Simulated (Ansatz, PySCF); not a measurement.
Breaking the B1–H2 bond in CH6BN (SMILES BNC) (multiplicity 1 held, fragments rigid). Energies count from the point at 1.193 Å.
Geometry at that point (charge 0, multiplicity 1):
```xyz
9

B     -0.1738     0.1694     1.3598
H     -1.0466     0.5155     2.0959
H      0.9050    -0.1500     1.7605
N     -0.4214     0.1375    -0.0025
C      0.5047    -0.2521    -1.0532
H     -1.3320     0.4068    -0.3442
H      0.6779     0.5674    -1.7558
H      0.1296    -1.1104    -1.6169
H      1.4567    -0.5259    -0.6023
```

Restricted levels (R-, RO-) in cc, def2 and unpolarised 6-31G sets keep to the state of the molecule at rest. U- levels take the lowest unrestricted solution at each point, which mixes spins at long bonds. Levels need not reach the same state.

Frozen-core correlation. Rows in 6-31G* carry no dispersion term and start afresh at each structure (6-31G* with six Cartesian d functions). MP2/6-31G* freezes PySCF's default core.

Run with Ansatz (Gaussian basis) for Hartree–Fock, density functionals and correlated methods; PySCF for 6-31G* rows. Each number belongs to the level named beside it.

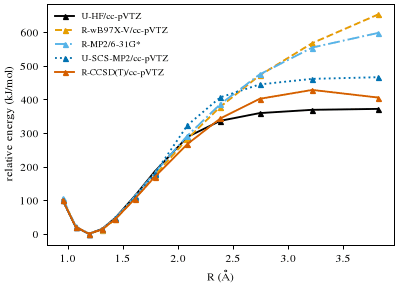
Figure. Relative energy along the coordinate

Task: Read off the U-HF/cc-pVTZ curve at R = 3.221.

Result: about 370 kJ/mol

Doubts at one or more of the structures used: a spin-contaminated determinant (U-HF/cc-pVTZ, U-SCS-MP2/cc-pVTZ); a restricted determinant that unrestricted orbitals would lower (R-wB97X-V/cc-pVTZ, R-MP2/6-31G*, R-CCSD(T)/cc-pVTZ); other coupled-cluster roots lie near (R-CCSD(T)/cc-pVTZ); T1 above 0.05 (R-CCSD(T)/cc-pVTZ).

Ansatz is a program for electronic structure.
